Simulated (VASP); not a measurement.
Band structure of Ni (fcc). Computed with LDA (Ceperley-Alder, Perdew-Zunger) with spin-orbit coupling, VASP's LDA PAW potentials (set 64) (plane waves; VASP 6.6.1).

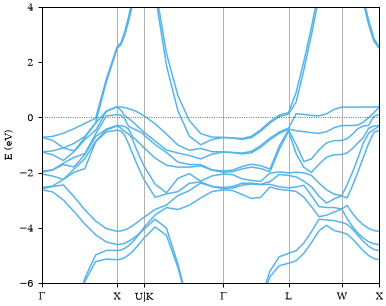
*Bands along high-symmetry lines, zero at the valence-band maximum or, without a gap, the Fermi level*

Task: Read the plot: is there a gap, and where are the band edges?

Result: It has no gap at this level: it comes out as a metal or semimetal.

The compound is Ni in the fcc structure. It was relaxed first, which changed the volume by -8 %.
